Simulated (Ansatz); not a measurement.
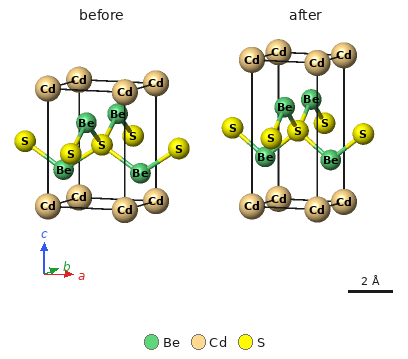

The structure of crystalline Be₂CdS (a generated structure, set up in P-4m2) (coarse preliminary run) before (left) and after (right) a relaxation, at one scale.

The picture is a ball-and-stick view of the cell of the calculation, seen slightly off an axis.

The calculation used Ansatz 0.2.0, DFT PBE, scalar-relativistic, plane waves, PAW.

Input
```yaml
crystal:
  lattice:
    - [3.7717165, 0.0, 0.0]
    - [0.0, 3.7717165, 0.0]
    - [0.0, 0.0, 5.39062479]
  atoms:
    - { symbol: Be, position: [0.5, 0.0, 0.72573602] }
    - { symbol: Be, position: [0.0, 0.5, 0.27426398] }
    - { symbol: Cd, position: [0.0, 0.0, 0.0] }
    - { symbol: S, position: [0.5, 0.5, 0.5] }
basis:
  ecutwfc: 420
kpoints:
  mp_grid: { grid: [4, 4, 4] }
hamiltonian:
  xc: pbe
scf:
  occupations: { method: gaussian, width: 0.1 }
  lower_state_search: "off"
output:
  forces: true
  stress: true
  eigenvalues: true
relax:
  adjacent_minimum: "off"
  f_tol: 0.04
  max_steps: 70
  cell: { stress_tol: 0.4 }
```

Launched with:
```bash
ansatz run input.yaml --threads 1 --pin off --max-ram 2560MiB --backend cpu --events-out ev --progress --plain --runs-dir out
```

Q: Describe what moved and what it gained.

A: Over 8 accepted moves (10 points after the start) the energy falls by 1.235 eV per cell of the calculation. Largest force component: 1.6 eV/Å at the start, 0.016 eV/Å at the end. Pressure: −3.95 GPa at the start and −0.06 GPa at the end. The SCF was repeated twice at an unchanged geometry on a basis and grid sized afresh for the cell, which shifted the energy by 25.0 meV per cell of the calculation at most. The largest moves relative to the cell, 0.25 Å, are those of Be1 and Be2. Be1 goes along −c. S and Cd stay in place. Cell: a = b 3.772 → 3.211 Å (−14.9 %), c 5.391 → 6.708 Å (+24.4 %). Volume −9.8 %. Near-neighbour distances that change, for instance: Be1–Cd3 2.396 → 2.637 Å, Be1–S4 2.244 → 2.042 Å. Bond angles that change, for instance: S4–Be2–S4 114.3° → 103.7°, Be1–S4–Be1 114.3° → 103.7°, Be1–S4–Be2 107.1° → 112.5°. The space group stays P-4m2 (No. 115). The run took 31 s on 1 thread of Arm Neoverse V1, with other jobs on the host, peak memory 0.34 GiB.

Limits of the set-up: the k-point mesh is coarse for a cell with partly filled bands.
